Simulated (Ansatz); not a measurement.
Polymorphs of As

4 relaxations of As ended in 4 distinct structures. Computed with r2SCAN (plane waves to 500 eV, PAW, scalar-relativistic; Ansatz, a first-principles code).

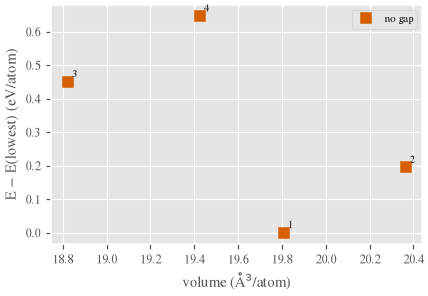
*Energy against volume of the distinct structures, numbered as in the table*

```csv
#,space group,Pearson,type,E − E(lowest) (eV/atom),V (Å³/atom),coordination,runs ending here
1,Pm-3m,cP1,–,0.00,19.81,–,1
2,P6₃/mmc,hP2,–,0.20,20.36,–,1
3,Im-3m,cI2,bcc (W type),0.45,18.82,As 8 (cubic),1
4,Pm-3n,cP8,–,0.65,19.42,–,1
```

Coordination numbers (neighbours up to the widest gap in distance over summed covalent radii, below 1.35; n+m marks a second, longer set). All are gapless at this level. Pm-3m, cP1 is the lowest of the structures calculated here.

```cif
data_As
_chemical_formula_sum 'As1'
_space_group_name_H-M_alt 'Pm-3m'
_space_group_IT_number 221
_space_group_name_Hall '-P 4 2 3'
_cell_length_a 2.70568
_cell_length_b 2.70568
_cell_length_c 2.70568
_cell_angle_alpha 90.000
_cell_angle_beta 90.000
_cell_angle_gamma 90.000
loop_
_atom_site_label
_atom_site_type_symbol
_atom_site_symmetry_multiplicity
_atom_site_Wyckoff_symbol
_atom_site_fract_x
_atom_site_fract_y
_atom_site_fract_z
_atom_site_occupancy
As1 As 1 b 0.50000 0.50000 0.50000 1
```

 1 generated cell of layers, chains or molecules, poorly bound without dispersion, is left out. Each run could gain symmetry but not lose that of its start, so entries can be saddle points. Known forms of As include space group No. 166. That form is not among the structures calculated here. All of these are generated cells (placed on structure types, drawn at random, substituted or restacked) that were not matched to a known phase here. Static energies at zero pressure. No spin polarisation in the result.
